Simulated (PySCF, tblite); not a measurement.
# C6H10NS radical: geometry, infrared bands and EPR parameters

Aim: predict the infrared bands and EPR parameters of C6H10NS radical (`C=CC(C=C)[C@@H](N)[S]`).

Computed with tblite 0.8.0 and PySCF 2.14.0, with density-fitted response routines of our own, on a single molecule in the gas phase. Atoms are numbered from 0 throughout.

## Step 1: Starting geometry

18 atoms, charge 0, multiplicity 2; geometry from: force field or distance geometry start.

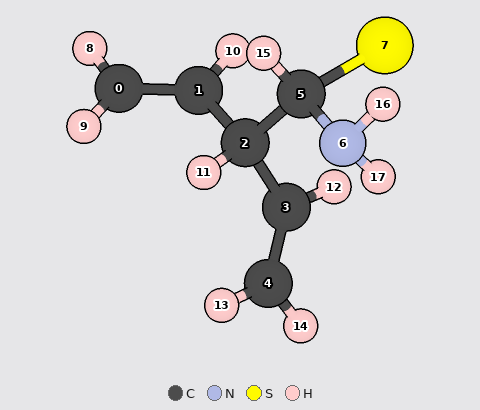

The starting geometry (carbon dark grey, nitrogen light blue, sulfur yellow, hydrogen pink), atoms numbered.

## Step 2: Optimising the geometry with GFN2-xTB

Job settings and geometry (Å):

```
{"job": {"kind": "relax", "xc": "GFN2-xTB", "basis": "xTB"}, "charge": 0, "multiplicity": 2}
C      2.408900    -0.992400    -0.782800
C      1.055100    -0.960700    -0.801100
C      0.206100    -0.070500     0.085000
C     -0.445300     1.018200    -0.791900
C     -0.145000     2.314500    -0.726200
C     -0.797800    -0.897000     0.974600
N     -1.562400    -0.058400     1.891500
S     -2.167100    -1.729300     0.145300
H      2.946400    -1.671700    -1.429700
H      2.965000    -0.340600    -0.122400
H      0.513900    -1.637500    -1.457300
H      0.867200     0.440500     0.789100
H     -1.214300     0.666400    -1.466600
H      0.606400     2.692300    -0.045900
H     -0.659100     3.031300    -1.374400
H     -0.193900    -1.584100     1.595400
H     -2.263400    -0.721100     2.239200
H     -2.129800     0.506600     1.266700
```

On the command line:

```bash
OMP_NUM_THREADS=1 python probes_run.py task.json out
```

This one command runs all jobs of the session in turn.

Output:

```text
step      E/eV     max force
  0    -652.59643    2.007
  1    -652.69051    1.612
  2    -652.77737    0.836
  3    -652.86409    0.820
  4    -652.90733    0.809
  5    -652.97866    0.535
  6    -653.01616    0.592
  7    -653.04238    0.428
  8    -653.06206    0.400
  9    -653.07812    0.227
 10    -653.08306    0.185
 11    -653.08571    0.167
 12    -653.08789    0.114
 13    -653.08971    0.093
 14    -653.09088    0.102
 15    -653.09169    0.102
 16    -653.09231    0.073
 17    -653.09280    0.051
 18    -653.09322    0.055
 19    -653.09369    0.067
 20    -653.09429    0.068
 21    -653.09494    0.059
 22    -653.09548    0.054
 23    -653.09588    0.049
 24    -653.09629    0.048
 25    -653.09679    0.053
 26    -653.09726    0.051
 27    -653.09761    0.046
 28    -653.09792    0.043
 29    -653.09828    0.051
 30    -653.09872    0.054
 31    -653.09911    0.043
 32    -653.09939    0.032
 33    -653.09959    0.034
 34    -653.09977    0.032
 35    -653.09989    0.024
 36    -653.09998    0.026
 37    -653.10007    0.024
 38    -653.10019    0.032
 39    -653.10033    0.030
 40    -653.10046    0.026
 41    -653.10056    0.021
 42    -653.10068    0.037
 43    -653.10084    0.044
 44    -653.10104    0.035
 45    -653.10122    0.033
 46    -653.10137    0.035
 47    -653.10152    0.034
 48    -653.10168    0.032
 49    -653.10180    0.025
 50    -653.10187    0.017
 51    -653.10192    0.015
 52    -653.10196    0.016
 53    -653.10199    0.013
 54    -653.10202    0.014
 55    -653.10207    0.021
 56    -653.10215    0.029
 57    -653.10226    0.034
 58    -653.10239    0.025
 59    -653.10247    0.019
 60    -653.10252    0.020
 61    -653.10259    0.028
 62    -653.10271    0.040
 63    -653.10291    0.041
 64    -653.10313    0.033
 65    -653.10332    0.032
 66    -653.10346    0.031
 67    -653.10361    0.031
 68    -653.10378    0.028
 69    -653.10392    0.025
 70    -653.10401    0.023
 71    -653.10408    0.021
 72    -653.10415    0.021
 73    -653.10421    0.021
 74    -653.10425    0.011
 75    -653.10427    0.010
 76    -653.10429    0.012
 77    -653.10432    0.014
 78    -653.10434    0.016
 79    -653.10436    0.013
 80    -653.10438    0.010
 81    -653.10441    0.014
 82    -653.10443    0.016
 83    -653.10446    0.013
 84    -653.10448    0.011
 85    -653.10451    0.014
 86    -653.10455    0.022
 87    -653.10463    0.028
 88    -653.10474    0.031
 89    -653.10490    0.033
 90    -653.10506    0.032
 91    -653.10519    0.019
 92    -653.10525    0.013
 93    -653.10529    0.013
 94    -653.10531    0.013
 95    -653.10533    0.020
 96    -653.10535    0.009
```

Run time: 0.77 s. Hardware: 1 thread of Arm Neoverse V1, shared host.

Relaxation path: (not every step is listed)

| step | energy from step 0 (eV) | largest force (eV/Å) |
| --- | --- | --- |
| 0 | 0.0000 | 2.0068 |
| 1 | -0.0941 | 1.6115 |
| 2 | -0.1809 | 0.8363 |
| 3 | -0.2677 | 0.8201 |
| 4 | -0.3109 | 0.8085 |
| 5 | -0.3822 | 0.5348 |
| 6 | -0.4197 | 0.5924 |
| 7 | -0.4459 | 0.4284 |
| 8 | -0.4656 | 0.4000 |
| 16 | -0.4959 | 0.0727 |
| 24 | -0.4999 | 0.0484 |
| 32 | -0.5030 | 0.0321 |
| 40 | -0.5040 | 0.0259 |
| 48 | -0.5052 | 0.0325 |
| 56 | -0.5057 | 0.0287 |
| 64 | -0.5067 | 0.0334 |
| 72 | -0.5077 | 0.0209 |
| 80 | -0.5079 | 0.0100 |
| 88 | -0.5083 | 0.0307 |
| 91 | -0.5088 | 0.0193 |
| 92 | -0.5088 | 0.0135 |
| 93 | -0.5089 | 0.0135 |
| 94 | -0.5089 | 0.0127 |
| 95 | -0.5089 | 0.0203 |
| 96 | -0.5089 | 0.0094 |

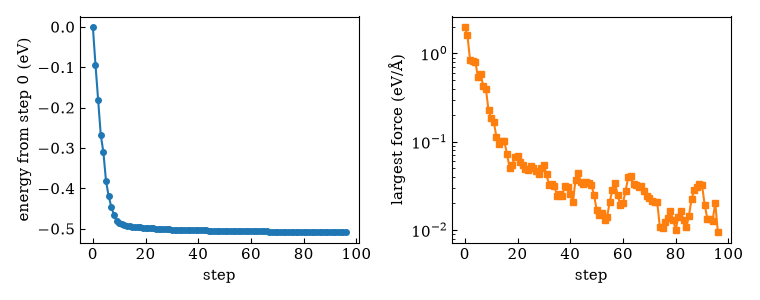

Energy and largest force along the relaxation.

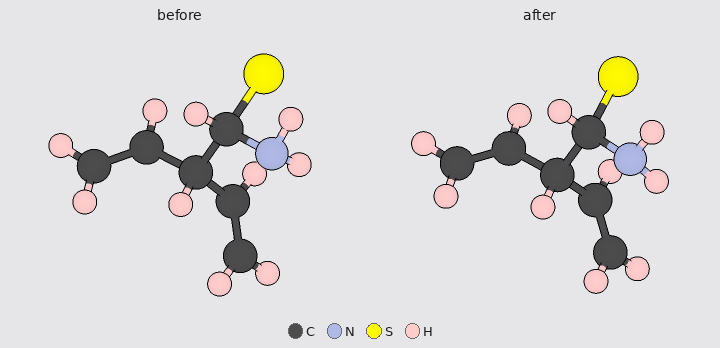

The geometry before (left) and after (right).

Distances of close pairs at the start and the end, largest changes first:

| bond | before (Å) | after (Å) | change (Å) |
| --- | --- | --- | --- |
| C2–C3 | 1.542 | 1.502 | -0.041 |
| C5–S7 | 1.804 | 1.840 | +0.036 |
| C0–C1 | 1.354 | 1.319 | -0.035 |
| C2–C5 | 1.576 | 1.543 | -0.033 |
| C5–N6 | 1.459 | 1.426 | -0.033 |
| C4–H14 | 1.095 | 1.077 | -0.018 |
| C1–C2 | 1.516 | 1.500 | -0.016 |
| C3–C4 | 1.332 | 1.319 | -0.013 |

The next job starts from the end point, and lists it.

## Step 3: Infrared spectrum with GFN2-xTB

Job settings and geometry (Å):

```
{"job": {"kind": "ir", "xc": "GFN2-xTB", "basis": "xTB"}, "charge": 0, "multiplicity": 2}
C      2.371415    -1.091921    -0.709199
C      1.061133    -0.969803    -0.795853
C      0.243481    -0.052098     0.063750
C     -0.459502     0.955388    -0.799746
C     -0.348083     2.262049    -0.657711
C     -0.780658    -0.852530     0.894694
N     -1.431663     0.005021     1.830247
S     -1.987419    -1.730900    -0.181644
H      2.923800    -1.755681    -1.352004
H      2.948183    -0.530506     0.007775
H      0.497803    -1.541832    -1.521436
H      0.889030     0.464215     0.781504
H     -1.090450     0.532359    -1.571306
H      0.270647     2.700185     0.108542
H     -0.864370     2.949894    -1.305826
H     -0.261923    -1.647376     1.441335
H     -2.121112    -0.485308     2.387222
H     -1.869074     0.795161     1.367999
```

Output:

```text
mode    cm-1     km/mol
  1      43.3      0.02
  2      55.3      0.10
  3      71.5      0.81
  4     152.5      1.45
  5     207.5      1.37
  6     248.1      0.63
  7     279.6     25.03
  8     292.9     11.15
  9     323.0      9.89
 10     409.6      0.93
 11     448.7      0.24
 12     548.5      1.94
 13     615.2      0.97
 14     642.8      2.84
 15     695.1      5.70
 16     869.7    209.96
 17     883.9    151.21
 18     897.1     11.31
 19     898.9     22.45
 20     962.4      0.72
 21     981.1      8.20
 22    1016.7      7.93
 23    1021.8     25.88
 24    1063.5      7.27
 25    1095.1      5.05
 26    1138.0      7.38
 27    1156.7      8.59
 28    1193.0      2.88
 29    1230.8      1.99
 30    1245.0     11.64
 31    1288.1      6.83
 32    1293.6      0.22
 33    1300.2      2.78
 34    1411.2      0.60
 35    1415.3      2.41
 36    1527.3     35.85
 37    1707.1     10.05
 38    1717.2      1.05
 39    2913.5     16.07
 40    2945.7     21.25
 41    3053.6     12.01
 42    3060.8     32.35
 43    3097.9     11.15
 44    3098.8     29.62
 45    3124.0     34.36
 46    3127.6     41.58
 47    3392.4      1.27
 48    3431.7      0.41
```

Wall time 0.76 s (1 thread of Arm Neoverse V1, shared host).

The strongest bands and the atoms that carry them (share of the mass-weighted mode):

| cm⁻¹ | km/mol | atoms |
| --- | --- | --- |
| 870 | 210.0 | H16 27 %, H17 18 %, N6 14 %, C2 11 % |
| 884 | 151.2 | H17 18 %, N6 13 %, C2 13 % |
| 1022 | 25.9 | H10 28 %, H12 22 %, H9 21 %, H13 16 % |
| 1527 | 35.9 | H17 47 %, H16 44 % |
| 3061 | 32.4 | H10 83 % |
| 3099 | 29.6 | H9 62 %, H8 22 % |
| 3124 | 34.4 | H14 59 %, H13 27 % |
| 3128 | 41.6 | H8 65 %, H9 21 % |

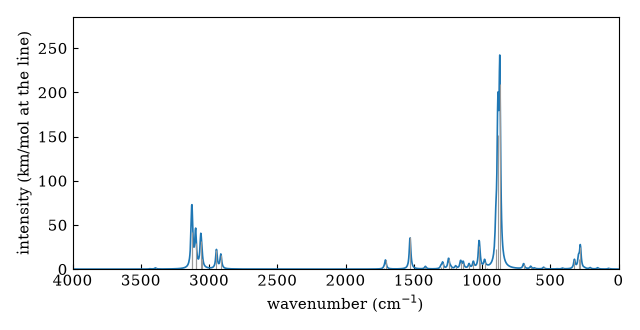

The infrared spectrum from these modes, unscaled. Lines are broadened to a width of 14 cm⁻¹ (Lorentzian).

## Step 4: g tensor and hyperfine couplings: B3LYP/pcH-1

The job, as its differences from that of step 3:

```diff
@@ -1,2 +1,2 @@
-{"job": {"kind": "ir", "xc": "GFN2-xTB", "basis": "xTB"}, "charge": 0, "multiplicity": 2}
+{"job": {"kind": "epr", "basis": "pcH-1"}, "charge": 0, "multiplicity": 2}
 C      2.371415    -1.091921    -0.709199
```

With the program's defaults for keys left out, this is: UKS B3LYP, pcH-1 on C H N S, non-relativistic, mean-field spin-orbit, GIAO.

Output:

```text
UKS, coarse grid
  cycle   1  E = -687.47818935  |g| = 3.44e-01
  cycle   2  E = -687.47884961  |g| = 3.46e-01
  cycle   3  E = -687.54033150  |g| = 5.92e-02
  cycle   4  E = -687.54128426  |g| = 4.23e-02
  cycle   5  E = -687.54214323  |g| = 9.07e-03
  cycle   6  E = -687.54222471  |g| = 7.37e-03
  cycle   7  E = -687.54227144  |g| = 2.70e-03
  cycle   8  E = -687.54229878  |g| = 1.88e-03
  cycle   9  E = -687.54232065  |g| = 1.23e-03
  cycle  10  E = -687.54234305  |g| = 1.16e-03
  cycle  11  E = -687.54235970  |g| = 1.13e-03
  cycle  12  E = -687.54240487  |g| = 1.05e-03
  cycle  13  E = -687.54250480  |g| = 1.51e-03
  cycle  14  E = -687.54248874  |g| = 9.43e-04
  cycle  15  E = -687.54253731  |g| = 1.68e-03
  cycle  16  E = -687.54251681  |g| = 9.28e-04
  cycle  17  E = -687.54258068  |g| = 1.75e-03
  cycle  18  E = -687.54257845  |g| = 6.07e-04
UKS, final grid
  cycle   1  E = -687.54258198  |g| = 8.65e-04
  cycle   2  E = -687.54258274  |g| = 1.49e-03
  cycle   3  E = -687.54258426  |g| = 3.58e-04
  cycle   4  E = -687.54258542  |g| = 3.45e-04
  cycle   5  E = -687.54259047  |g| = 3.24e-04
  cycle   6  E = -687.54259810  |g| = 2.69e-04
  cycle   7  E = -687.54260152  |g| = 1.76e-04
  cycle   8  E = -687.54260325  |g| = 1.17e-04
  cycle   9  E = -687.54260387  |g| = 7.90e-05
  cycle  10  E = -687.54260393  |g| = 2.80e-05
  cycle  11  E = -687.54260394  |g| = 2.18e-05
E = -687.54260394 Eh   <S^2> = 0.7531 (exact 0.7500)
g shifts (ppm)      1          2          3
  rmc          -229       -229       -229
  gc             -6         57         35
  oz_so        -245      17851     510880
  total        -440      17705     510768
hyperfine (MHz)  atom isotope    a_iso     a_fc   dipolar eigenvalues
    0   13C       0.84       0.84     -0.67      0.00      0.67
    1   13C       3.95       3.95     -1.31     -0.48      1.80
    2   13C      -0.82      -0.82     -0.80     -0.34      1.13
    3   13C      -1.03      -1.03     -0.64     -0.37      1.01
    4   13C       0.10       0.10     -0.42      0.02      0.39
    5   13C     -17.00     -17.00     -1.43     -0.68      2.11
    6   14N      -1.52      -1.52     -6.89     -6.85     13.74
    7   33S      12.10      12.10    -83.90    -83.06    166.95
    8    1H      -0.13      -0.13     -0.70     -0.49      1.19
    9    1H       0.72       0.72     -0.65     -0.50      1.14
   10    1H       3.54       3.54     -3.89     -2.36      6.25
   11    1H      -0.93      -0.93     -1.65     -0.76      2.41
   12    1H       1.79       1.79     -2.88     -2.27      5.15
   13    1H       0.04       0.04     -0.70     -0.57      1.27
   14    1H      -0.11      -0.11     -0.62     -0.59      1.21
   15    1H      11.14      11.14     -5.11     -1.67      6.78
   16    1H      -3.06      -3.06     -9.75     -1.30     11.06
   17    1H      -7.66      -7.66     -9.67     -0.55     10.22
```

Wall time 2.6 min (1 thread of Arm Neoverse V1, shared host); peak memory 0.97 GiB.

Principal g values 2.00188, 2.02002, 2.51309; g(iso) = 2.17833, against 2.00232 for a free electron. They are not to be trusted: the run shows nearly degenerate orbitals, where second-order g theory doesn't apply.

Hyperfine couplings; where a row names several nuclei, a(iso) is their mean (it holds for fast rotation or exchange) and the dipolar term the largest among them:

| nuclei | isotope | a(iso) (MHz) | a(iso) (G, at g = 2.0023) | largest dipolar term (MHz) |
| --- | --- | --- | --- | --- |
| C5 | 13C | -17.0 | -6.1 | 2.1 |
| S7 | 33S | 12.1 | 4.3 | 167.0 |
| H15 | 1H | 11.1 | 4.0 | 6.8 |
| H16, H17 | 1H | -5.4 | -1.9 | 11.1 |
| C1 | 13C | 3.9 | 1.4 | 1.8 |
| H10 | 1H | 3.5 | 1.3 | 6.2 |
| H12 | 1H | 1.8 | 0.6 | 5.1 |
| N6 | 14N | -1.5 | -0.5 | 13.7 |
| C3 | 13C | -1.0 | -0.4 | 1.0 |
| H11 | 1H | -0.9 | -0.3 | 2.4 |
| C0 | 13C | 0.8 | 0.3 | -0.7 |
| C2 | 13C | -0.8 | -0.3 | 1.1 |
| H9 | 1H | 0.7 | 0.3 | 1.1 |
| H8 | 1H | -0.1 | 0.0 | 1.2 |

Mulliken spin populations:

C0 0.01; C1 0.00; C2 0.00; C3 0.00; C4 0.00; C5 -0.03; N6 0.11; S7 0.92; H8 0.00; H9 0.00; H10 0.00; H11 0.00; H12 0.00; H13 0.00; H14 0.00; H15 0.00; H16 0.00; H17 0.00

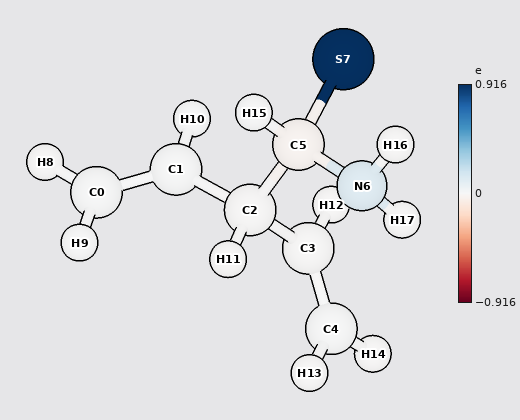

Mulliken spin populations, as colours on the atoms.

Orbitals, density, ELF and potential are computed afterwards from the orbital file.

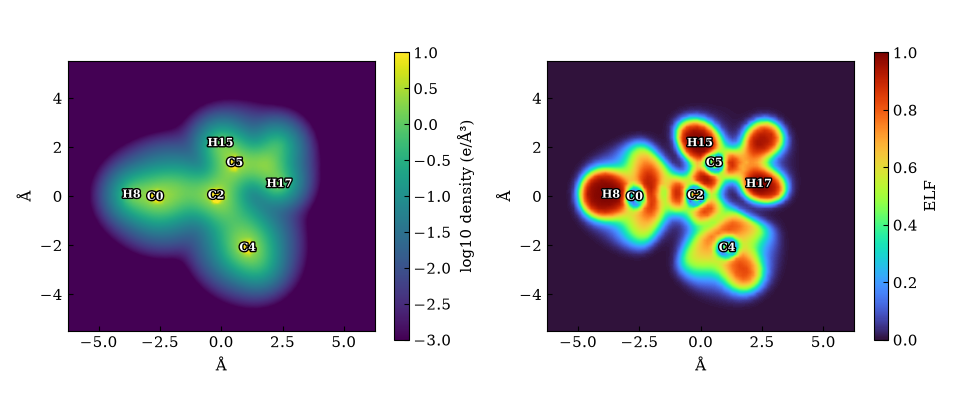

Density (left) and ELF (right) in a plane through or near 7 of the atoms.

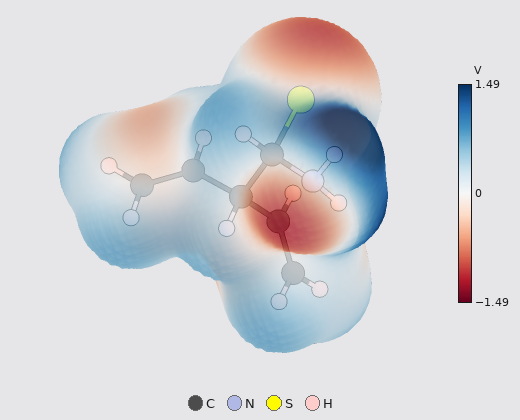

Electrostatic potential on the surface of density 0.002 e/bohr³; red is low, blue high. It runs from -1.04 V near N6 to 1.49 V near H16.

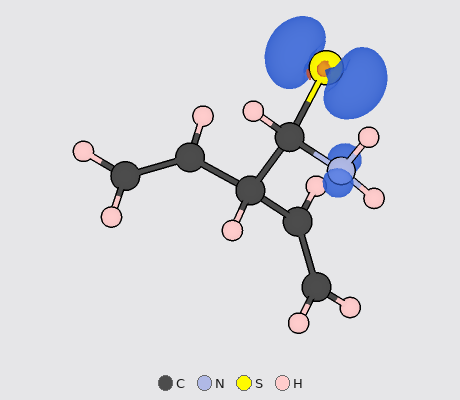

Spin density at ±0.1 e/Å³ (alpha excess blue, beta excess red).

## Step 5: Summary of results

```
                                                                  quantity                                            value
                                 strongest single infrared mode (GFN2-xTB)                             870 cm⁻¹, 210 km/mol
                                              zero-point energy (GFN2-xTB)                                    90.9 kcal/mol
                                                            g(iso) (B3LYP)                                          2.17833
                                                                      ⟨S²⟩                               0.753 (exact 0.75)
                                        largest a(iso) (averaged by class)                             13C on C5, -17.0 MHz
potential on the surface of density 0.002 e/bohr³, 1st and 99th percentile                               -1.04 V and 1.49 V
                                             property runs in this session  1, of which 0 failed and 1 gave unsound results
```

In words: The optimisation took 96 steps and gained 0.509 eV; among the close pairs (by a distance rule), C2–C3 changed most, from 1.542 to 1.502 Å. No mode is imaginary among the 48: a minimum at this level. The strongest single mode, at 870 cm⁻¹, is spread over several atoms, H16, H17, N6, C2 among them. Unscaled tight-binding wavenumbers are off by several per cent, some by more. Its intensities can rank the bands wrongly. Most of the unpaired spin sits on S7 (0.92 e). The isotropic g lies 176.0 ppt above the free-electron value. These values are not to be trusted: the run shows nearly degenerate orbitals, where second-order g theory doesn't apply.
